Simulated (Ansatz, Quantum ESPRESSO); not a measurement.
# 1T-PtS2, layer by layer, part 2 of 8

What does each added layer of 1T-PtS2 bring in screening, and what does it do to the gap?

Quantum ESPRESSO 7.5; plane-wave DFT, PBE, GBRV ultrasoft pseudopotentials; geometry by Ansatz 0.2.0 with PAW datasets.

So far: Starting point; Relaxation with Ansatz, 1 layer.

## Step 3: Ground state, 1 layer: no field

The zero-field run is the reference. tefield and dipfield are on already, so that all runs share k-points and boundary.

Level of this step: plane-wave DFT, PBE, GBRV ultrasoft pseudopotentials (Quantum ESPRESSO 7.5).

n1.f0.in reads:

```
&control
  prefix = 'n1.f0'
  outdir = './out'
  pseudo_dir = './pseudo'
  calculation = 'scf'
  tprnfor = .true.
  tefield = .true.
  dipfield = .true.
/
&system
  ibrav = 0
  nat = 3
  ntyp = 2
  ecutwfc = 40
  ecutrho = 200
  occupations = 'smearing'
  smearing = 'fd'
  degauss = 0.004
  edir = 3
  emaxpos = 0.97
  eopreg = 0.04
  eamp = 0.0
  nbnd = 18
/
&electrons
  conv_thr = 1e-09
  mixing_beta = 0.4
  electron_maxstep = 120
  mixing_mode = 'plain'
/
ATOMIC_SPECIES
  S   32.0600  s_pbe_v1.4.uspp.F.UPF
  Pt  195.0840  pt_pbe_v1.4.uspp.F.UPF
CELL_PARAMETERS angstrom
  3.57420299353927 0.00000000000000 -0.00000000000000
  -1.78710149676964 3.09535059068740 -0.00000000000000
  -0.00000000000000 -0.00000000000000 19.01408639340000
ATOMIC_POSITIONS crystal
  S   0.666666666667 0.333333333333 0.435362694280
  Pt  -0.000000000000 0.000000000000 0.499999984889
  S   0.333333333333 0.666666666667 0.564637320831
K_POINTS automatic
  12 12 1 0 0 0
```

Launch:

```sh
OMP_NUM_THREADS=1 mpirun -n 4 pw.x -nk 4 -in n1.f0.in > n1.f0.out
```

Output:

```text
Program PWSCF v.7.5 starts
[citation notice left out]

     Parallel version (MPI & OpenMP), running on       4 processor cores
     Number of MPI processes:                 4
     Threads/MPI process:                     1

     MPI processes distributed on     1 nodes
[...]
Current dimensions of program PWSCF are:
     Max number of different atomic species (ntypx) = 10
     Max number of k-points (npk) =  40000
     Max angular momentum in pseudopotentials (lmaxx) =  4
     Presently no symmetry can be used with electric field

     K-points division:     npool     =       4
     Subspace diagonalization in iterative solution of the eigenvalue problem:
     a serial algorithm will be used

     G-vector sticks info
     --------------------
     sticks:   dense  smooth     PW     G-vecs:    dense   smooth      PW
     Sum         637     499    163                67889    48595    9185

     Using Slab Decomposition

     bravais-lattice index     =            0
     lattice parameter (alat)  =       6.7543  a.u.
     unit-cell volume          =    1419.5841 (a.u.)^3
     number of atoms/cell      =            3
     number of atomic types    =            2
     number of electrons       =        28.00
     number of Kohn-Sham states=           18
     kinetic-energy cutoff     =      40.0000  Ry
     charge density cutoff     =     200.0000  Ry
     scf convergence threshold =      1.0E-09
     mixing beta               =       0.4000
     number of iterations used =            8  plain     mixing
     Exchange-correlation=  SLA  PW   PBX  PBC
                           (   1   4   3   4   0   0   0)

     celldm(1)=   6.754265  celldm(2)=   0.000000  celldm(3)=   0.000000
     celldm(4)=   0.000000  celldm(5)=   0.000000  celldm(6)=   0.000000

     crystal axes: (cart. coord. in units of alat)
               a(1) = (   1.000000   0.000000  -0.000000 )
               a(2) = (  -0.500000   0.866025  -0.000000 )
               a(3) = (  -0.000000  -0.000000   5.319812 )

     reciprocal axes: (cart. coord. in units 2 pi/alat)
               b(1) = (  1.000000  0.577350  0.000000 )
               b(2) = (  0.000000  1.154701  0.000000 )
               b(3) = (  0.000000  0.000000  0.187977 )

     PseudoPot. # 1 for S  read from file:
     ./pseudo/s_pbe_v1.4.uspp.F.UPF
     Pseudo is Ultrasoft + core correction, Zval =  6.0
     Generated by new atomic code, or converted to UPF format
     Using radial grid of  907 points,  6 beta functions with:
                l(1) =   0
                l(2) =   0
                l(3) =   1
                l(4) =   1
                l(5) =   2
                l(6) =   2
     Q(r) pseudized with  8 coefficients,  rinner =    1.300   1.300   1.300
                                                       1.300   1.300

     PseudoPot. # 2 for Pt read from file:
     ./pseudo/pt_pbe_v1.4.uspp.F.UPF
     Pseudo is Ultrasoft + core correction, Zval = 16.0
     Generated by new atomic code, or converted to UPF format
     Using radial grid of  985 points,  6 beta functions with:
                l(1) =   0
                l(2) =   0
                l(3) =   1
                l(4) =   1
                l(5) =   2
                l(6) =   2
     Q(r) pseudized with  8 coefficients,  rinner =    1.300   1.300   1.300
                                                       1.300   1.300

     atomic species   valence    mass     pseudopotential
     S                 6.00    32.06000     S ( 1.00)
     Pt               16.00   195.08400     Pt( 1.00)

     No symmetry found

   Cartesian axes

     site n.     atom                  positions (alat units)
         1        S      tau(   1) = (   0.5000000   0.2886751   2.3160475  )
         2        Pt     tau(   2) = (  -0.0000000   0.0000000   2.6599057  )
         3        S      tau(   3) = (  -0.0000000   0.5773503   3.0037641  )

     number of k points=    74  Fermi-Dirac smearing, width (Ry)=  0.0040
                       cart. coord. in units 2pi/alat
        k(    1) = (   0.0000000   0.0000000   0.0000000), wk =   0.0138889
        k(    2) = (   0.0000000   0.0962250   0.0000000), wk =   0.0277778
        k(    3) = (   0.0000000   0.1924501   0.0000000), wk =   0.0277778
        k(    4) = (   0.0000000   0.2886751   0.0000000), wk =   0.0277778
        k(    5) = (   0.0000000   0.3849002   0.0000000), wk =   0.0277778
        k(    6) = (   0.0000000   0.4811252   0.0000000), wk =   0.0277778
        k(    7) = (   0.0000000  -0.5773503   0.0000000), wk =   0.0138889
        k(    8) = (   0.0833333   0.0481125   0.0000000), wk =   0.0277778
        k(    9) = (   0.0833333   0.1443376   0.0000000), wk =   0.0277778
        k(   10) = (   0.0833333   0.2405626   0.0000000), wk =   0.0277778
[...]
k(   74) = (  -0.5000000  -0.8660254   0.0000000), wk =   0.0138889

     Dense  grid:    67889 G-vectors     FFT dimensions: (  32,  32, 162)

     Smooth grid:    48595 G-vectors     FFT dimensions: (  27,  27, 150)

     Estimated max dynamical RAM per process >     131.86 MB

     Estimated total dynamical RAM >     477.71 MB

     Initial potential from superposition of free atoms

     starting charge      27.4999, renormalised to      28.0000

     negative rho (up, down):  1.820E-01 0.000E+00

     Adding external electric field

     Computed dipole along edir(3) :
        Dipole                0.0000 Ry au,          0.0000 Debye
        Dipole field          0.0000 Ry au,

        Potential amp.       -0.0000 Ry
        Total length         34.4942 bohr

     Starting wfcs are   20 randomized atomic wfcs

     total cpu time spent up to now is        1.8 secs

     per-process dynamical memory:    74.6 Mb

     Self-consistent Calculation

     iteration #  1     ecut=    40.00 Ry     beta= 0.40
     Davidson diagonalization with overlap
     ethr =  1.00E-02,  avg # of iterations =  5.1

     negative rho (up, down):  1.713E-01 0.000E+00

     Adding external electric field

     Computed dipole along edir(3) :
        Dipole                0.0002 Ry au,          0.0005 Debye
        Dipole field          0.0000 Ry au,

        Potential amp.       -0.0001 Ry
        Total length         34.4942 bohr

     total cpu time spent up to now is        4.2 secs

     total energy              =    -258.17311461 Ry
     estimated scf accuracy    <       2.19178861 Ry

     iteration #  2     ecut=    40.00 Ry     beta= 0.40
[...]
negative rho (up, down):  1.736E-01 0.000E+00

[...]
Dipole                0.0004 Ry au,          0.0011 Debye
[...]
total energy              =    -258.79440520 Ry
     estimated scf accuracy    <       1.24943994 Ry

     iteration #  3     ecut=    40.00 Ry     beta= 0.40
[...]
negative rho (up, down):  1.724E-01 0.000E+00

[...]
Dipole               -0.0013 Ry au,         -0.0033 Debye
[...]
total energy              =    -258.95984495 Ry
     estimated scf accuracy    <       0.02209785 Ry

     iteration #  4     ecut=    40.00 Ry     beta= 0.40
[...]
negative rho (up, down):  1.722E-01 0.000E+00

[...]
Dipole                0.0074 Ry au,          0.0187 Debye
[...]
total energy              =    -258.96601437 Ry
     estimated scf accuracy    <       0.01754043 Ry

     iteration #  5     ecut=    40.00 Ry     beta= 0.40
[...]
negative rho (up, down):  1.722E-01 0.000E+00

[...]
Dipole               -0.0211 Ry au,         -0.0535 Debye
[...]
total energy              =    -258.97113680 Ry
     estimated scf accuracy    <       0.00873634 Ry

     iteration #  6     ecut=    40.00 Ry     beta= 0.40
[...]
negative rho (up, down):  1.723E-01 0.000E+00

[...]
Dipole                0.0007 Ry au,          0.0018 Debye
[...]
total energy              =    -258.97133316 Ry
     estimated scf accuracy    <       0.00329223 Ry

     iteration #  7     ecut=    40.00 Ry     beta= 0.40
[...]
negative rho (up, down):  1.723E-01 0.000E+00

[...]
Dipole                0.0001 Ry au,          0.0002 Debye
[...]
total energy              =    -258.97176735 Ry
     estimated scf accuracy    <       0.00014215 Ry

     iteration #  8     ecut=    40.00 Ry     beta= 0.40
[...]
negative rho (up, down):  1.724E-01 0.000E+00

[...]
Dipole               -0.0000 Ry au,         -0.0001 Debye
[...]
total energy              =    -258.97180713 Ry
     estimated scf accuracy    <       0.00000975 Ry

     iteration #  9     ecut=    40.00 Ry     beta= 0.40
[...]
negative rho (up, down):  1.724E-01 0.000E+00

[...]
Dipole                0.0000 Ry au,          0.0000 Debye
[...]
total energy              =    -258.97180899 Ry
     estimated scf accuracy    <       0.00000054 Ry

     iteration # 10     ecut=    40.00 Ry     beta= 0.40
[...]
negative rho (up, down):  1.724E-01 0.000E+00

[...]
Dipole               -0.0000 Ry au,         -0.0000 Debye
[...]
total energy              =    -258.97180926 Ry
     estimated scf accuracy    <       0.00000035 Ry

     iteration # 11     ecut=    40.00 Ry     beta= 0.40
[...]
negative rho (up, down):  1.724E-01 0.000E+00

[...]
Dipole                0.0000 Ry au,          0.0000 Debye
[...]
total energy              =    -258.97180936 Ry
     estimated scf accuracy    <       0.00000006 Ry

     iteration # 12     ecut=    40.00 Ry     beta= 0.40
[...]
negative rho (up, down):  1.724E-01 0.000E+00

[...]
Dipole               -0.0000 Ry au,         -0.0000 Debye
[...]
total energy              =    -258.97180937 Ry
     estimated scf accuracy    <          2.6E-09 Ry

     iteration # 13     ecut=    40.00 Ry     beta= 0.40
[...]
negative rho (up, down):  1.724E-01 0.000E+00

[...]
Dipole               -0.0000 Ry au,         -0.0000 Debye
[...]
End of self-consistent calculation

          k = 0.0000 0.0000 0.0000 (  6061 PWs)   bands (ev):

   -54.9328 -54.9328 -54.8295 -16.1003 -13.8802  -7.6389  -7.6389  -7.2659
    -4.9617  -4.9617  -2.9028  -2.7802  -2.4050  -2.4050   1.0686   1.0686
     3.2074   3.6216

          k = 0.0000 0.0962 0.0000 (  6053 PWs)   bands (ev):

   -54.9340 -54.9331 -54.8293 -16.0147 -13.9013  -7.6271  -7.5848  -7.1885
    -5.0935  -5.0335  -3.3072  -2.6476  -2.3635  -2.2169   0.6504   0.9533
     3.3956   3.7791

          k = 0.0000 0.1925 0.0000 (  6048 PWs)   bands (ev):

   -54.9376 -54.9340 -54.8289 -15.7684 -13.9593  -7.5765  -7.4397  -6.9712
    -5.5282  -5.1789  -3.8341  -2.3791  -2.3447  -2.1531  -0.0860   0.7380
     3.8374   4.1137

          k = 0.0000 0.2887 0.0000 (  6064 PWs)   bands (ev):

   -54.9424 -54.9352 -54.8283 -15.3971 -14.0382  -7.4931  -7.2584  -6.7321
    -6.1014  -5.2542  -4.1234  -2.5396  -2.5369  -2.2672  -0.3568   0.6392
     4.0510   4.4588

          k = 0.0000 0.3849 0.0000 (  6066 PWs)   bands (ev):

   -54.9472 -54.9365 -54.8276 -14.9732 -14.1126  -7.6770  -7.1215  -6.7608
    -6.0113  -5.1281  -4.2108  -3.2754  -2.9849  -2.5486   0.0100   0.7001
     3.5799   5.1244

          k = 0.0000 0.4811 0.0000 (  6078 PWs)   bands (ev):

   -54.9508 -54.9374 -54.8272 -14.6260 -14.1501  -8.1816  -7.0653  -6.4483
    -5.7735  -4.7601  -4.1399  -3.9113  -3.5795  -3.0506   0.4705   0.8054
     3.3949   4.8765

[...]
the Fermi energy is    -1.2152 ev

!    total energy              =    -258.97180937 Ry
     estimated scf accuracy    <          1.8E-10 Ry
     smearing contrib. (-TS)   =      -0.00000000 Ry
     internal energy E=F+TS    =    -258.97180936 Ry

     The total energy is F=E-TS. E is the sum of the following terms:
     one-electron contribution =   -1077.51027185 Ry
     hartree contribution      =     541.50603271 Ry
     xc contribution           =     -73.69524090 Ry
     ewald contribution        =     350.72767067 Ry
     electric field correction =       0.00000000 Ry

     convergence has been achieved in  13 iterations

     negative rho (up, down):  1.724E-01 0.000E+00

     Forces acting on atoms (cartesian axes, Ry/au):

     atom    1 type  1   force =    -0.00000004   -0.00000002    0.00035037
     atom    2 type  2   force =     0.00000004    0.00000002   -0.00000429
     atom    3 type  1   force =     0.00000000   -0.00000000   -0.00034608

     Total force =     0.000492     Total SCF correction =     0.000053
     SCF correction compared to forces is large: reduce conv_thr to get better values

[...]
=------------------------------------------------------------------------------=
   JOB DONE.
=------------------------------------------------------------------------------=
[key lines of the parts left out:]
Dipole field         -0.0000 Ry au,
```

It took 31 s on 4 MPI ranks of Intel Xeon 6975P-C (Granite Rapids), shared host; peak memory 0.64 GiB; 2 min of CPU time.

This step gave:

```
free energy                          : -3523.4910 eV
Fermi energy                         : -1.215 eV
dipole along the normal              : 0 e·Å
valence top, on the run's zero       : -2.125 eV
conduction bottom, on the run's zero : -0.3568 eV
gap by band count                    : 1.769 eV
```

The run needed 13 iterations to bring the estimated error under 1e-09 Ry; the largest force on any atom, held or free, is 0.01 eV/Å.

## Step 4: Electrostatic potential, 1 layer

plot_num = 11 writes the bare and Hartree potential. It leaves out exchange and correlation, which fade slowly, so it flattens close to the surface.

n1.f0.pot.in reads:

```
&inputpp
  prefix = 'n1.f0'
  outdir = './out'
  filplot = 'n1.f0.pot.dat'
  plot_num = 11
/
```

Launch:

```sh
OMP_NUM_THREADS=1 mpirun -n 4 pp.x -in n1.f0.pot.in > n1.f0.pot.out
```

Output:

```text
[banner, memory and clock lines left out]
Program POST-PROC v.7.5 starts

          URL

     ./out/n1.f0.save/

     IMPORTANT: XC functional enforced from input :
     Exchange-correlation= PBE
                           (   1   4   3   4   0   0   0)
     Any further DFT definition will be discarded
     Please, verify this is what you really want

     negative rho (up, down):  1.724E-01 0.000E+00

     Adding external electric field

     Computed dipole along edir(3) :
        Dipole               -0.0000 Ry au,         -0.0000 Debye
        Dipole field         -0.0000 Ry au,

        Potential amp.        0.0000 Ry
        Total length         34.4942 bohr

     Calling punch_plot, plot_num =  11

     Adding external electric field

     Computed dipole along edir(3) :
        Dipole               -0.0000 Ry au,         -0.0000 Debye
        Dipole field         -0.0000 Ry au,

        Potential amp.        0.0000 Ry
        Total length         34.4942 bohr

     Writing data to file  n1.f0.pot.dat
     Message from routine chdens:
     namelist plot not found or invalid, exiting
```

It took 1.2 s on 4 MPI ranks; peak memory 0.1 GiB; 4 s of CPU time.

Read from the output:

* slope of the potential above: 3.56e-5 eV/Å
* upper vacuum line continued to the top atoms, over the valence top: 6.358 eV
* slope of the potential below: -2.65e-5 eV/Å
* lower vacuum line continued to the bottom atoms, over the valence top: 6.358 eV
* vacuum level at the upper face over the valence top of the mesh: 6.358 eV
* vacuum level at the lower face over the valence top of the mesh: 6.358 eV

Electrostatic potential energy of an electron, with the sawtooth; zero at the highest filled level of the SCF mesh. Table of potential energy, planar mean by z:

```csv
z (Å),"potential energy, planar mean (eV)"
0,6.36
2,6.36
4,6.36
6,6.32
8,-6.60
10,-10.1
12,5.52
14,6.36
16,6.36
18,6.36
```

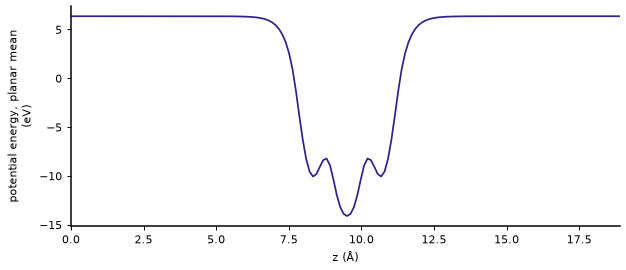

Potential energy, planar mean, plotted against z.

## Step 5: SCF with pw.x, 1 layer: field 0.1 V/Å

eamp is the field in Hartree atomic units (1 a.u. = 51.42 V/Å). With dipfield on, it is the field in the vacuum beside an isolated sheet. The run starts from the density of the one before.

n1.f1.in is the input of step 3 with these lines changed:

```diff
@@ -1,3 +1,3 @@
 &control
-  prefix = 'n1.f0'
+  prefix = 'n1.f1'
   outdir = './out'
@@ -21,3 +21,3 @@
   eopreg = 0.04
-  eamp = 0.0
+  eamp = 0.00194469
   nbnd = 18
@@ -29,2 +29,3 @@
   mixing_mode = 'plain'
+  startingpot = 'file'
 /
```

Launch:

```sh
cp -r out/n1.f0.save out/n1.f1.save
OMP_NUM_THREADS=1 mpirun -n 4 pw.x -nk 4 -in n1.f1.in > n1.f1.out
```

Output:

```text
[banner, memory and clock lines left out]
Program PWSCF v.7.5 starts
[...]
number of electrons       =        28.00
     number of Kohn-Sham states=           18
     kinetic-energy cutoff     =      40.0000  Ry
     charge density cutoff     =     200.0000  Ry
[...]
number of k points=    74  Fermi-Dirac smearing, width (Ry)=  0.0040
[...]
Dense  grid:    67889 G-vectors     FFT dimensions: (  32,  32, 162)
[...]
The initial density is read from file :
[...]
negative rho (up, down):  1.724E-01 0.000E+00
[...]
Starting wfcs are   20 randomized atomic wfcs
[...]
negative rho (up, down):  1.724E-01 0.000E+00
[...]
estimated scf accuracy    <       0.00874885 Ry
[...]
negative rho (up, down):  1.724E-01 0.000E+00
[...]
estimated scf accuracy    <       0.10303649 Ry
[...]
negative rho (up, down):  1.724E-01 0.000E+00
[...]
estimated scf accuracy    <       0.00006399 Ry
[...]
negative rho (up, down):  1.724E-01 0.000E+00
[...]
estimated scf accuracy    <       0.00000587 Ry
[...]
negative rho (up, down):  1.724E-01 0.000E+00
[...]
estimated scf accuracy    <       0.00000033 Ry
[...]
negative rho (up, down):  1.724E-01 0.000E+00
[...]
estimated scf accuracy    <       0.00000009 Ry
[...]
negative rho (up, down):  1.724E-01 0.000E+00
[...]
estimated scf accuracy    <       0.00000002 Ry
[...]
negative rho (up, down):  1.724E-01 0.000E+00
[...]
estimated scf accuracy    <          3.3E-09 Ry
[...]
negative rho (up, down):  1.724E-01 0.000E+00
[...]
Computed dipole along edir(3) :
        Dipole                0.0510 Ry au,          0.1297 Debye
        Dipole field          0.0005 Ry au,
        E field amplitude [Ha a.u.]:  1.9447E-03
        Potential amp.        0.1030 Ry
        Total length         34.4942 bohr
[...]
the Fermi energy is    -1.2011 ev
!    total energy              =    -258.97190874 Ry
     estimated scf accuracy    <          5.6E-10 Ry
     smearing contrib. (-TS)   =      -0.00000000 Ry
     internal energy E=F+TS    =    -258.97190874 Ry
[...]
one-electron contribution =   -1077.50920890 Ry
     hartree contribution      =     541.50502982 Ry
     xc contribution           =     -73.69522486 Ry
     ewald contribution        =     350.72767067 Ry
     electric field correction =      -0.00017546 Ry
     convergence has been achieved in   9 iterations
     negative rho (up, down):  1.724E-01 0.000E+00
[...]
Total force =     0.000480     Total SCF correction =     0.000158
[...]
```

It took 27 s on 4 MPI ranks; peak memory 0.48 GiB; 1.8 min of CPU time.

Numbers from this step:

```
free energy                          : -3523.4923 eV
Fermi energy                         : -1.201 eV
dipole along the normal              : 0.02700 e·Å
valence top, on the run's zero       : -2.111 eV
conduction bottom, on the run's zero : -0.3427 eV
gap by band count                    : 1.768 eV
```

## Step 6: Potential by pp.x, 1 layer

n1.f1.pot.in reads:

```
&inputpp
  prefix = 'n1.f1'
  outdir = './out'
  filplot = 'n1.f1.pot.dat'
  plot_num = 11
/
```

Launch:

```sh
OMP_NUM_THREADS=1 mpirun -n 4 pp.x -in n1.f1.pot.in > n1.f1.pot.out
```

The job ended after 1.2 s (4 MPI ranks; peak memory 0.1 GiB; 4 s of CPU time).

Numbers from this step:

- slope of the potential above: 0.1000 eV/Å
- upper vacuum line continued to the top atoms, over the valence top: 6.260 eV
- slope of the potential below: 0.09997 eV/Å
- lower vacuum line continued to the bottom atoms, over the valence top: 6.456 eV

The slope in the vacuum is 0.100 eV/Å for an applied 0.10 V/Å, as it should be.

[end of part 2 of 8]

[Logs are printed without paths, hosts, clocks, repeated set-up lines and the standing remarks that a program may print on its own settings, such as how far it seeks lower states.]

[Hosts, paths, dates, database ids (printed as entryN), source tags and the programs' standing remarks are cut or masked in the printed files.]

[Maps of the electrostatic potential energy from Ansatz leave out the sawtooth potential of an applied field or a dipole correction, so their vacuum need not be flat; planar profiles and work functions include it.]
